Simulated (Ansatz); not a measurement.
# C₂H₇FOSSn: one species, many methods

Aim: compute C₂H₇FOSSn with functionals from several rungs and with coupled cluster. The yardstick is the atomisation energy at the CCSD(T) limit.

Method: functionals in def2-TZVPP, the program's frozen cores in correlated methods; program: Ansatz 0.2.0, Gaussian basis.

The runs, in order: PBE-D4, r2SCAN-D4, PBE0-D4, B3LYP-D4, ωB97X-V, ωB97M-V, B2PLYP; CCSD(T)/def2-TZVPP; MP2/def2-QZVPP; extrapolation to the limit.

## Step 1: Structure used throughout

The geometry comes from an earlier relaxation with PBE0-D4 in a triple-zeta def2 set; it is a stationary point, not always the lowest conformer. Sn takes the def2 core potential; no spin-orbit term is included.

SMILES `C[O][Sn]([CH3])([F])[SH]`, 13 atoms, charge 0, spin multiplicity 1.

Atoms are counted from 1 here; the program's logs count them from 0.

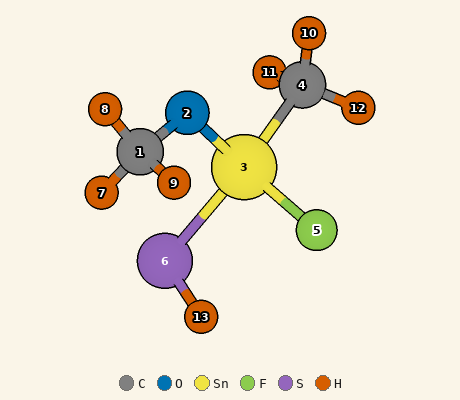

The geometry (carbon grey, oxygen blue, tin yellow, fluorine green, sulfur purple, hydrogen orange); atoms are numbered from 1 in the order of the file.

## Step 2: PBE-D4 (GGA)

Contents of in.yaml:

```yaml
crystal:
  periodic: [false, false, false]
  atoms:
    - {symbol: C, position_ang: [-2.073276, -1.081694, -0.144389]}
    - {symbol: O, position_ang: [-1.333247, 0.086812, 0.130464]}
    - {symbol: Sn, position_ang: [0.612248, 0.103381, 0.068016]}
    - {symbol: C, position_ang: [1.253689, 2.072655, 0.476396]}
    - {symbol: F, position_ang: [1.179263, -1.079201, 1.479313]}
    - {symbol: S, position_ang: [1.401026, -1.036213, -1.877029]}
    - {symbol: H, position_ang: [-1.745333, -1.576605, -1.067052]}
    - {symbol: H, position_ang: [-3.121323, -0.795867, -0.267345]}
    - {symbol: H, position_ang: [-2.007780, -1.803860, 0.677360]}
    - {symbol: H, position_ang: [0.460639, 2.581529, 1.022856]}
    - {symbol: H, position_ang: [1.458579, 2.593824, -0.457585]}
    - {symbol: H, position_ang: [2.158336, 2.026117, 1.081044]}
    - {symbol: H, position_ang: [1.757190, -2.090888, -1.122041]}
basis:
  gaussian: {orbitals: def2-TZVPP}
hamiltonian: {xc: pbe, dispersion: d4}
output: {forces: true, orbitals: {seedname: orbitals}}
```

Launch:

```console
$ ansatz run in.yaml --threads 2 --pin off --events-out ev --progress --plain --max-ram 32768MiB --backend cuda --devices 0, --max-vram 18GiB
```

After this run come: r2SCAN-D4 (meta-GGA); PBE0-D4 (hybrid); B3LYP-D4 (hybrid); ωB97X-V (range-separated); ωB97M-V (range-separated); B2PLYP (double hybrid); CCSD(T) in def2-TZVPP; MP2 in def2-QZVPP.

**Question.** What will the summary of the whole plan be? Wanted: atomisation energy, CCSD(T)/CBS; farthest; mean size of error, hybrid; mean size of error, range-separated; gap, smallest and largest; T1 diagnostic; triples share of the correlation energy.

As calculated:

| quantity | value |
| --- | --- |
| atomisation energy, CCSD(T)/CBS | 1103.5 kcal/mol |
| functionals within 11.0 kcal/mol (1.0 %) | r2SCAN-D4, ωB97X-V, ωB97M-V |
| farthest | B2PLYP (-23.2 kcal/mol) |
| mean size of error, hybrid | 12.4 kcal/mol |
| mean size of error, range-separated | 4.4 kcal/mol |
| gap, smallest and largest | 4.33 eV (PBE-D4), 11.17 eV (ωB97X-V) |
| T1 diagnostic | 0.0133 |
| triples share of the correlation energy | 3.6 % |

What this shows: PBE-D4 misses by +12.1 kcal/mol. Double hybrids carry the basis error of their MP2 part in triple zeta, and no dispersion term here, so their miss is partly the set-up's. The reference freezes the cores and leaves out spin-orbit coupling and excitations past (T), and its outer-core shells are covered unevenly, so misses under about 11.0 kcal/mol can't be ranked. All levels share the lack of spin-orbit coupling, which lowers the free heavy atoms and so the true binding. Hartree-Fock recovers 70 % of the binding; the rest is correlation. Orbital gaps span 4.3 to 11.2 eV; exact exchange widens them. Correlated methods include outer-core shells of Sn, which these sets cover unevenly.
